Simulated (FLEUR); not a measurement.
# CoC2S2N2: moments or none

Aim: find out whether CoC2S2N2 carries moments when they start parallel, and what they gain.

Method: PBE with U = 3.5 eV on Co d; all-electron FLAPW, Dirac cores, scalar-relativistic bands, in FLEUR MaX-R8.1.

## 1. The structure

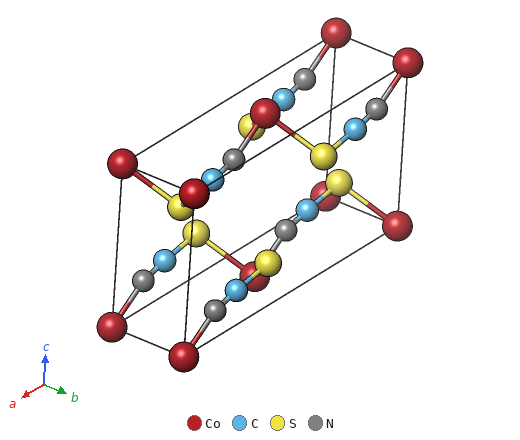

The starting structure, seen from a free direction (cobalt red, carbon blue, sulfur yellow, nitrogen grey). This picture shows the conventional cell, with its axes. Some periodic images of atoms are drawn too.

As a file:

```cif
data_structure
_symmetry_space_group_name_H-M 'P 1'
_symmetry_Int_Tables_number 1
_cell_length_a 5.6158
_cell_length_b 5.6158
_cell_length_c 6.1660
_cell_angle_alpha 104.943
_cell_angle_beta 104.943
_cell_angle_gamma 38.739
_cell_volume 117.05
loop_
_atom_site_label
_atom_site_type_symbol
_atom_site_fract_x
_atom_site_fract_y
_atom_site_fract_z
_atom_site_occupancy
Co1 Co 0.00000 0.00000 0.00000 1
C2 C 0.76443 0.76443 0.21862 1
C3 C 0.23557 0.23557 0.78138 1
S4 S 0.61852 0.61852 0.26806 1
S5 S 0.38148 0.38148 0.73194 1
N6 N 0.86195 0.86195 0.17294 1
N7 N 0.13805 0.13805 0.82706 1
```

## 2. Start 1: ferro +

The parallel start is the test of whether parallel moments hold. A Hubbard U acts on the open shell, since semilocal functionals spread its electrons too much.

inpgen writes inp.xml from crystal.txt; cutoffs, mixing, functional, smearing and local orbitals are then set in the file. The k list default-1 (kpts.xml, not shown) is a Γ-centred 6×6×6 mesh; where the ranks do not divide the number of points, some are split in two of half the weight.

inp.xml reads:

```
<?xml version="1.0" encoding="UTF-8" standalone="no"?>
<fleurInput fleurInputVersion="0.39">
   <comment>
      CoC2S2N2
   </comment>
   <calculationSetup>
      <cutoffs Kmax="4.4" Gmax="13.2" GmaxXC="13.2" numbands="0"/>
      <scfLoop itmax="120" minDistance="0.0001" maxIterBroyd="15" imix="Anderson" alpha="0.05" precondParam="0.0" spinf="2.0" sdNocoIR="T"/>
      <coreElectrons ctail="T" frcor="F" kcrel="0" coretail_lmax="0"/>
      <xcFunctional name="pbe" relativisticCorrections="F"/>
      <magnetism jspins="2"/>
      <soc l_soc="F" theta="0.0" phi="0.0" spav="F"/>
      <expertModes spex="0" secvar="F"/>
      <geometryOptimization l_f="F" forcealpha="1.0" forcemix="BFGS" epsdisp="0.00001" epsforce="0.00001"/>
      <ldaU l_linMix="F" mixParam="0.05" spinf="1.0"/>
   </calculationSetup>
   <cell>
      <bzIntegration valenceElectrons="47.0" mode="hist" fermiSmearingEnergy="0.00183747">
         <kPointListSelection listName="default-1"/>
         <xi:include xmlns:xi="http://www.w3.org/2001/XInclude" href="kpts.xml"> </xi:include>
      </bzIntegration>
      <xi:include xmlns:xi="http://www.w3.org/2001/XInclude" href="sym.xml"> </xi:include>
      <bulkLattice scale="1.0">
         <bravaisMatrix>
            <row-1>   10.0116745218245704    -3.5196527015899917     0.0000000000000000</row-1>
            <row-2>   10.0116745218245704     3.5196527015899917     0.0000000000000000</row-2>
            <row-3>   -3.1847383969940783     0.0000000000000000    11.2083192016111290</row-3>
         </bravaisMatrix>
      </bulkLattice>
   </cell>
   <atomSpecies>
      <species name="Cobalt (Co3.001" element="Co" atomicNumber="27">
         <mtSphere radius="2.69" gridPoints="889" logIncrement="0.014"/>
         <atomicCutoffs lmax="10" lnonsphr="8"/>
         <electronConfig flipSpins="F">
            <coreConfig>(1s1/2) (2s1/2) (2p1/2) (2p3/2)</coreConfig>
            <valenceConfig>(3s1/2) (3p1/2) (3p3/2) (4s1/2) (3d3/2) (3d5/2)</valenceConfig>
            <stateOccupation state="(3d3/2)" spinUp="2.0" spinDown="0.8"/>
            <stateOccupation state="(3d5/2)" spinUp="3.0" spinDown="1.2"/>
         </electronConfig>
         <energyParameters s="4" p="4" d="3" f="4"/>
         <ldaU l="2" U="3.5" J="0.0" l_amf="F"/>
         <lo type="SCLO" l="0" n="3" eDeriv="0"/>
         <lo type="SCLO" l="1" n="3" eDeriv="0"/>
      </species>
      <species name="Carbon (C)" element="C" atomicNumber="6">
         <mtSphere radius="1.05" gridPoints="349" logIncrement="0.028"/>
         <atomicCutoffs lmax="6" lnonsphr="4"/>
         <electronConfig flipSpins="F">
            <coreConfig>(1s1/2)</coreConfig>
            <valenceConfig>(2s1/2) (2p1/2) (2p3/2)</valenceConfig>
            <stateOccupation state="(2p1/2)" spinUp="0.333333" spinDown="0.333333"/>
            <stateOccupation state="(2p3/2)" spinUp="0.666667" spinDown="0.666667"/>
         </electronConfig>
         <energyParameters s="2" p="2" d="3" f="4"/>
      </species>
      <species name="Sulfur (S)" element="S" atomicNumber="16">
         <mtSphere radius="2.0" gridPoints="661" logIncrement="0.017"/>
         <atomicCutoffs lmax="8" lnonsphr="6"/>
         <electronConfig flipSpins="F">
            <coreConfig>(1s1/2) (2s1/2) (2p1/2) (2p3/2)</coreConfig>
            <valenceConfig>(3s1/2) (3p1/2) (3p3/2)</valenceConfig>
            <stateOccupation state="(3p1/2)" spinUp="0.666667" spinDown="0.666667"/>
            <stateOccupation state="(3p3/2)" spinUp="1.333333" spinDown="1.333333"/>
         </electronConfig>
         <energyParameters s="3" p="3" d="3" f="4"/>
      </species>
      <species name="Nitrogen (N)" element="N" atomicNumber="7">
         <mtSphere radius="1.05" gridPoints="349" logIncrement="0.029"/>
         <atomicCutoffs lmax="6" lnonsphr="4"/>
         <electronConfig flipSpins="F">
            <coreConfig>(1s1/2)</coreConfig>
            <valenceConfig>(2s1/2) (2p1/2) (2p3/2)</valenceConfig>
            <stateOccupation state="(2p1/2)" spinUp="0.500000" spinDown="0.500000"/>
            <stateOccupation state="(2p3/2)" spinUp="1.000000" spinDown="1.000000"/>
         </electronConfig>
         <energyParameters s="2" p="2" d="3" f="4"/>
      </species>
   </atomSpecies>
   <atomGroups>
      <atomGroup species="Cobalt (Co3.001">
         <relPos label="                   1">.0000000000 .0000000000 .0000000000</relPos>
         <force calculate="T" relaxXYZ="TTT"/>
      </atomGroup>
      <atomGroup species="Carbon (C)">
         <relPos label="                   2">-.2355700000 -.2355700000 .2186200000</relPos>
         <relPos label="                   3">.2355700000 .2355700000 -.2186200000</relPos>
         <force calculate="T" relaxXYZ="TTT"/>
      </atomGroup>
      <atomGroup species="Sulfur (S)">
         <relPos label="                   4">-.3814800000 -.3814800000 .2680600000</relPos>
         <relPos label="                   5">.3814800000 .3814800000 -.2680600000</relPos>
         <force calculate="T" relaxXYZ="TTT"/>
      </atomGroup>
      <atomGroup species="Nitrogen (N)">
         <relPos label="                   6">-.1380500000 -.1380500000 .1729400000</relPos>
         <relPos label="                   7">.1380500000 .1380500000 -.1729400000</relPos>
         <force calculate="T" relaxXYZ="TTT"/>
      </atomGroup>
   </atomGroups>
   <output dos="F" band="F" slice="F">
      <bandDOS minEnergy="-.5*Htr" maxEnergy="0.5*Htr" sigma="0.015" storeEVData="T"/>
      <plotting iplot="0" polar="F">
         <plot TwoD="T" vec1="  1.0  0.0  0.0" vec2="  0.0  1.0  0.0" vec3="  0.0  0.0  1.0" zero="  0.0  0.0  0.0" file="plot"/>
      </plotting>
      <moessbauerParams electricFieldGradient="F" isomerShift="F" coreHyperfine="F" valenceHyperfine="F"/>
   </output>
</fleurInput>
```

crystal.txt reads:

```
CoC2S2N2
&input film=F cartesian=F /
5.29795000000  -1.86252000000  0.00000000000
5.29795000000  1.86252000000  0.00000000000
-1.68529098240  0.00000000000  5.93118709410
1.8897261246
1.0 1.0 1.0

7
27 0.00000000000  0.00000000000  0.00000000000 : 3.001
6 0.76443000000  0.76443000000  0.21862000000
6 0.23557000000  0.23557000000  0.78138000000
16 0.61852000000  0.61852000000  0.26806000000
16 0.38148000000  0.38148000000  0.73194000000
7 0.86195000000  0.86195000000  0.17294000000
7 0.13805000000  0.13805000000  0.82706000000

&kpt div1=6 div2=6 div3=6 gamma=T /
```

On the command line:

```bash
> OMP_NUM_THREADS=1 inpgen -f crystal.txt > inpgen.log  # inp.xml is then edited as shown
> OMP_NUM_THREADS=1 mpirun -n 4 fleur_MPI > fleur.log
```

What it wrote:

```text
Welcome to FLEUR        (www.flapw.de)
      MaX-Release 8.1          (www.max-centre.eu)

 ========== k-point set info ==========
 Selected k-point list: default-1
 k-point list type: mesh
 6 x 6 x 6
 Number of k points: 68

 ------------Calculation Setup---------------------------
 Number of MPI-tasks      :            4
 Number of PE/node        :            4
 Number of OMP-threads    :            1
 k-points in parallel     :            4
 pe's per k-point         :            1
 No of k-point loops      :           17
 Eigenvalue solver        :       lapack
 Number of basis functions:         1194
 Approximate size of matrices (H+S) per k-point:         0.021 GB
 --------------------------------------------------------
 no density matrix found ... skipping LDA+U
Nuclear radius smaller than smallest radial mesh point for atom type 2 -- skipping its core isomer shift
 Reset of history
 Iteration:     1   Distance:      21.93828157 me/bohr^3
Nuclear radius smaller than smallest radial mesh point for atom type 2 -- skipping its core isomer shift
 Iteration:     2   Distance:      21.56610212 me/bohr^3
Nuclear radius smaller than smallest radial mesh point for atom type 2 -- skipping its core isomer shift
 Iteration:     3   Distance:      19.96221415 me/bohr^3
Nuclear radius smaller than smallest radial mesh point for atom type 2 -- skipping its core isomer shift
 Iteration:     4   Distance:      11.78040097 me/bohr^3
Nuclear radius smaller than smallest radial mesh point for atom type 2 -- skipping its core isomer shift
 Iteration:     5   Distance:       7.20565411 me/bohr^3
Nuclear radius smaller than smallest radial mesh point for atom type 2 -- skipping its core isomer shift
 Iteration:     6   Distance:       5.38490531 me/bohr^3
Nuclear radius smaller than smallest radial mesh point for atom type 2 -- skipping its core isomer shift
 Iteration:     7   Distance:       1.98066677 me/bohr^3
Nuclear radius smaller than smallest radial mesh point for atom type 2 -- skipping its core isomer shift
 Iteration:     8   Distance:       1.46612534 me/bohr^3
Nuclear radius smaller than smallest radial mesh point for atom type 2 -- skipping its core isomer shift
 Iteration:     9   Distance:       0.88279139 me/bohr^3
Nuclear radius smaller than smallest radial mesh point for atom type 2 -- skipping its core isomer shift
 Iteration:    10   Distance:       0.85146178 me/bohr^3
Nuclear radius smaller than smallest radial mesh point for atom type 2 -- skipping its core isomer shift
[... 75 iterations left out ...]
 Iteration:    86   Distance:       0.00020010 me/bohr^3
Nuclear radius smaller than smallest radial mesh point for atom type 2 -- skipping its core isomer shift
 Iteration:    87   Distance:       0.00019565 me/bohr^3
Nuclear radius smaller than smallest radial mesh point for atom type 2 -- skipping its core isomer shift
 Iteration:    88   Distance:       0.00017277 me/bohr^3
Nuclear radius smaller than smallest radial mesh point for atom type 2 -- skipping its core isomer shift
 Iteration:    89   Distance:       0.00014134 me/bohr^3
Nuclear radius smaller than smallest radial mesh point for atom type 2 -- skipping its core isomer shift
 Iteration:    90   Distance:       0.00014392 me/bohr^3
Nuclear radius smaller than smallest radial mesh point for atom type 2 -- skipping its core isomer shift
 Iteration:    91   Distance:       0.00017981 me/bohr^3
Nuclear radius smaller than smallest radial mesh point for atom type 2 -- skipping its core isomer shift
 Iteration:    92   Distance:       0.00014458 me/bohr^3
Nuclear radius smaller than smallest radial mesh point for atom type 2 -- skipping its core isomer shift
 Iteration:    93   Distance:       0.00011575 me/bohr^3
Nuclear radius smaller than smallest radial mesh point for atom type 2 -- skipping its core isomer shift
 Iteration:    94   Distance:       0.00012180 me/bohr^3
Nuclear radius smaller than smallest radial mesh point for atom type 2 -- skipping its core isomer shift
 Iteration:    95   Distance:       0.00006527 me/bohr^3

 ********************************************************************
 Run finished successfully
 Stop message:
   all done
 ********************************************************************

--- out.xml (last complete iteration) ---
<iteration numberForCurrentRun="   95" overallNumber="   95">
         [... left out ...]
         <bandgap value="1.5402730445" units="eV"/>
         <sumValenceSingleParticleEnergies value="-22.5933128724" units="Htr"/>
         <FermiEnergy value="0.1337748047" units="Htr"/>
         <valenceDensity>
            <mtCharges spin="1">
               <mtCharge atomType="1" total="9.6344020" s="1.2440165" p="3.3221621" d="4.9838812" f="0.0546888"/>
               <mtCharge atomType="2" total="0.5809158" s="0.1916288" p="0.3813319" d="0.0066911" f="0.0010605"/>
               <mtCharge atomType="3" total="2.0503730" s="0.6958909" p="1.2967100" d="0.0475323" f="0.0074992"/>
               <mtCharge atomType="4" total="0.9974528" s="0.3363623" p="0.6557677" d="0.0046653" f="0.0005483"/>
            </mtCharges>
            <mtCharges spin="2">
               <mtCharge atomType="1" total="7.0510960" s="1.2258856" p="3.3119487" d="2.4316194" f="0.0534404"/>
               <mtCharge atomType="2" total="0.5843558" s="0.1907776" p="0.3860371" d="0.0062992" f="0.0010466"/>
               <mtCharge atomType="3" total="1.9520435" s="0.6884186" p="1.2075601" d="0.0459855" f="0.0073249"/>
               <mtCharge atomType="4" total="0.9666878" s="0.3300964" p="0.6313414" d="0.0045857" f="0.0005554"/>
            </mtCharges>
            <spinDependentCharge spin="1" total="25.0000000" interstitial="8.1081151" mtSpheres="16.8918849"/>
            <spinDependentCharge spin="2" total="22.0000000" interstitial="7.9427298" mtSpheres="14.0572702"/>
            <totalCharge value="47.0000000000"/>
         </valenceDensity>
         [... left out ...]
         <allElectronCharges>
            <spinDependentCharge spin="1" total="44.0000000" interstitial="8.1110082" mtSpheres="35.8889918"/>
            <spinDependentCharge spin="2" total="41.0000000" interstitial="7.9456221" mtSpheres="33.0543779"/>
            <totalCharge value="84.9999999764"/>
         </allElectronCharges>
         <magneticMomentsInMTSpheres units="muBohr">
            <globalMagMoment atomType="1" vec="0.00000   0.00000   2.58331"/>
            <localMagMoment atomType="1" vec="0.00000   0.00000   2.58331"/>
            <globalMagMoment atomType="2" vec="0.00000   0.00000  -0.00344"/>
            <localMagMoment atomType="2" vec="0.00000   0.00000  -0.00344"/>
            <globalMagMoment atomType="3" vec="0.00000   0.00000   0.09833"/>
            <localMagMoment atomType="3" vec="0.00000   0.00000   0.09833"/>
            <globalMagMoment atomType="4" vec="0.00000   0.00000   0.03076"/>
            <localMagMoment atomType="4" vec="0.00000   0.00000   0.03076"/>
         </magneticMomentsInMTSpheres>
         <moessbauerParams unitsHFF="kG" unitsIS="e/bohr^3" unitsEFG="Htr/bohr^2">
         </moessbauerParams>
         <totalEnergy value="    -2377.2826619827" units="Htr">
            <sumOfEigenvalues value="    -1352.1895592634">
               <coreElectrons value="-1329.5962463910"/>
               <valenceElectrons value="-22.5933128724"/>
            </sumOfEigenvalues>
            <densityCoulombPotentialIntegral value="-3577.1850568696"/>
            <densityEffectivePotentialIntegral value="-3752.2866750168"/>
            <chargeDenXCDenIntegral value="-135.3534958032"/>
            <FockExchangeEnergyValence value="0.0000000000"/>
            <FockExchangeEnergyCore value="0.0000000000"/>
            <atomTypeDependentContributions atomType="1">
               <electronNucleiInteractionDifferentMTs value="1671.3289045707"/>
               <MadelungTerm value="-4.2649404613"/>
            </atomTypeDependentContributions>
            <atomTypeDependentContributions atomType="2">
               <electronNucleiInteractionDifferentMTs value="78.7993266372"/>
               <MadelungTerm value="-11.3204408987"/>
            </atomTypeDependentContributions>
            <atomTypeDependentContributions atomType="3">
               <electronNucleiInteractionDifferentMTs value="941.0934027574"/>
               <MadelungTerm value="-16.5566454539"/>
            </atomTypeDependentContributions>
            <atomTypeDependentContributions atomType="4">
               <electronNucleiInteractionDifferentMTs value="115.1443078991"/>
               <MadelungTerm value="-15.3694462366"/>
            </atomTypeDependentContributions>
            <dftUCorrection value="-0.4436614168"/>
            <tkbTimesEntropy value="0.0000000000"/>
            <freeEnergy value="-2377.2826619827"/>
            <extrapolationTo0K value="-2377.2826619827"/>
         </totalEnergy>
         <ldaUDensityMatrix>
            <densityMatrixFor spin="1" atomType="1" uIndex="1" l="2" U="3.50000000" J="0.00000000">
               (+0.99215,+0.00000) (-0.00900,+0.00000) (+0.00098,+0.00000) (+0.02789,+0.00000) (+0.01301,+0.00000)
               (-0.00900,+0.00000) (+1.01181,+0.00000) (+0.00481,+0.00000) (-0.01001,+0.00000) (-0.02789,+0.00000)
               (+0.00098,+0.00000) (+0.00481,+0.00000) (+0.97596,+0.00000) (-0.00481,+0.00000) (+0.00098,+0.00000)
               (+0.02789,+0.00000) (-0.01001,+0.00000) (-0.00481,+0.00000) (+1.01181,+0.00000) (+0.00900,+0.00000)
               (+0.01301,+0.00000) (-0.02789,+0.00000) (+0.00098,+0.00000) (+0.00900,+0.00000) (+0.99215,+0.00000)
            </densityMatrixFor>
            <densityMatrixFor spin="2" atomType="1" uIndex="1" l="2" U="3.50000000" J="0.00000000">
               (+0.53787,+0.00000) (-0.09972,+0.00000) (-0.23217,+0.00000) (-0.17879,+0.00000) (-0.25421,+0.00000)
               (-0.09972,+0.00000) (+0.37162,+0.00000) (-0.20865,+0.00000) (+0.06738,+0.00000) (+0.17879,+0.00000)
               (-0.23217,+0.00000) (-0.20865,+0.00000) (+0.61264,+0.00000) (+0.20865,+0.00000) (-0.23217,+0.00000)
               (-0.17879,+0.00000) (+0.06738,+0.00000) (+0.20865,+0.00000) (+0.37162,+0.00000) (+0.09972,+0.00000)
               (-0.25421,+0.00000) (+0.17879,+0.00000) (-0.23217,+0.00000) (+0.09972,+0.00000) (+0.53787,+0.00000)
            </densityMatrixFor>
         </ldaUDensityMatrix>
         <ldaUDensityMatrixConvergence>
            <distance spin="1" distance="0.000001"/>
            <distance spin="2" distance="0.000010"/>
         </ldaUDensityMatrixConvergence>
         <densityConvergence units="me/bohr^3">
            <chargeDensity spin="1" distance="0.0000287661"/>
            <chargeDensity spin="2" distance="0.0000451420"/>
            <overallChargeDensity distance="0.0000652686"/>
            <spinDensity distance="0.0000383482"/>
         </densityConvergence>
      </iteration>
```

Run time: 27 min. Hardware: 4 MPI ranks of Intel Xeon Platinum 8488C (Sapphire Rapids), shared host; peak memory 0.73 GiB; 1.8 h of CPU time.

Spin moment in the muffin-tin sphere by atom:

```csv
atom,spin moment in the muffin-tin sphere (μB)
Co1,2.58
C2,0.00
C3,0.00
S4,0.10
S5,0.10
N6,0.03
N7,0.03
```

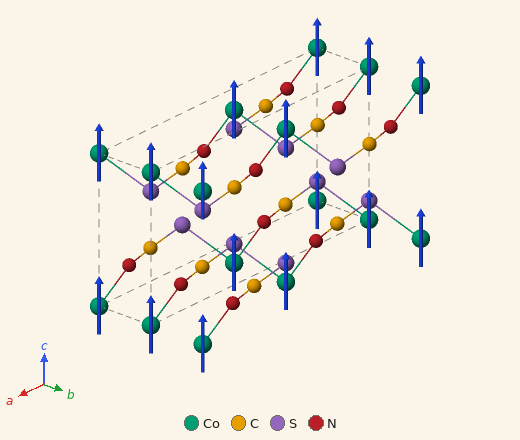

Spin moment in the muffin-tin sphere as arrows, the longest 2.58 μB. Up and down stand for the sign. Arrows give size and sign along the axis of quantisation, drawn up and down the page. 1×2×1 conventional cells are drawn. Some periodic images of atoms are drawn too.

This step gave:

* free energy: -64689.1567 eV
* program's band gap on this mesh (in a metal only a level spacing): 1.540 eV
* magnetization: 3 μB
* final state: ferromagnetic

After 95 cycles the largest moment stands at 2.58 μB.

(Continued in part 2 of 2.)

[Logs and program files are shortened in this print: banners, set-up blocks, solver, clock and traceback lines can be left out without a mark of their own.]

[Logs are printed without paths, hosts, clocks, repeated set-up lines and the standing remarks that a program may print on its own settings, such as how far it seeks lower states.]

[Hosts, paths, dates, database ids (printed as entryN), source tags and the programs' standing remarks are cut or masked in the printed files.]

[Where a cell is said to come from a database of computed structures, the database is the Materials Project.]
